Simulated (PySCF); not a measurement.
```xyz
14

N     2.7598   -2.8568    0.7098
C     2.0794   -1.9390    0.5215
C     1.2675   -0.7739    0.2927
C     1.8396    0.5058    0.3270
N     1.1069    1.5930    0.1183
C    -0.1844    1.4167   -0.1226
C    -0.7545    0.1354   -0.1561
C    -2.2253   -0.0507   -0.4305
F    -2.5346    0.4836   -1.6304
F    -2.9479    0.6032    0.5025
N    -0.0331   -0.9532    0.0502
H     2.9078    0.6354    0.5279
H    -0.7981    2.3066   -0.2959
H    -2.4899   -1.1206   -0.4221
```

Geometry: PBE0-D3(BJ)/def2-SVP.

Theory: B3LYP/def2-SVPD, SCF density, gas phase (PySCF).

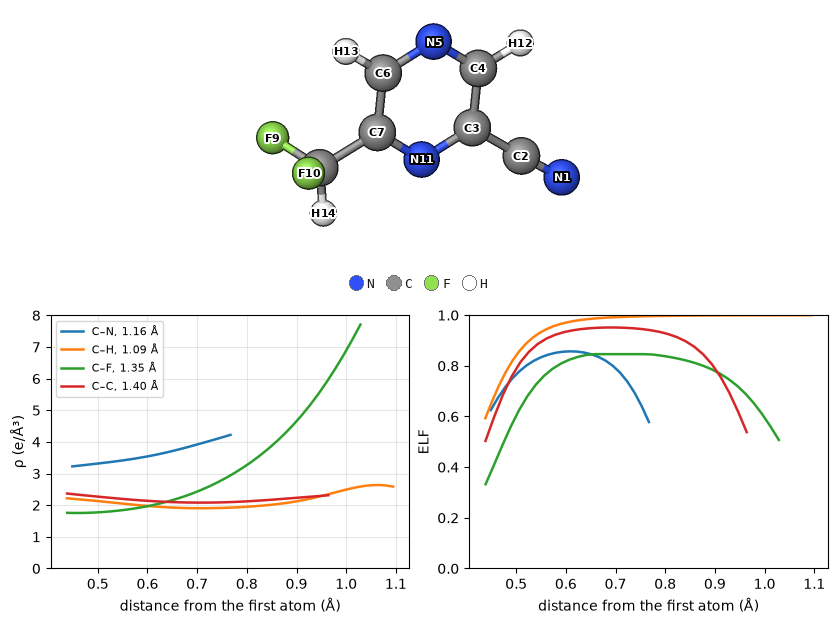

C₆H₃F₂N₃ (SMILES N#Cc1cncc(C(F)F)n1). Total electron density and ELF along straight lines between neighbouring atoms. The curves leave out the atomic cores. The structure is drawn too.

Q: Compare the contacts.

A: C–N (1.16 Å): ρ at the midpoint is about 3.5 e/Å³; the ELF peaks at about 0.85 between the atoms (a short, multiple covalent bond).
C–H (1.09 Å): ρ is about 2.1 e/Å³ halfway; the ELF climbs to about 1 towards the hydrogen, as it does in any bond to H (a covalent bond by its length).
C–F (1.35 Å): ρ is about 2.3 e/Å³ halfway, with its minimum of 1.8 e/Å³ about 0.5 Å from C; the ELF peaks at about 0.85 between the atoms; a shared but strongly polarised pair.
C–C (1.40 Å): ρ at the midpoint is about 2.1 e/Å³; the ELF peaks at about 0.95 between the atoms; a covalent bond.
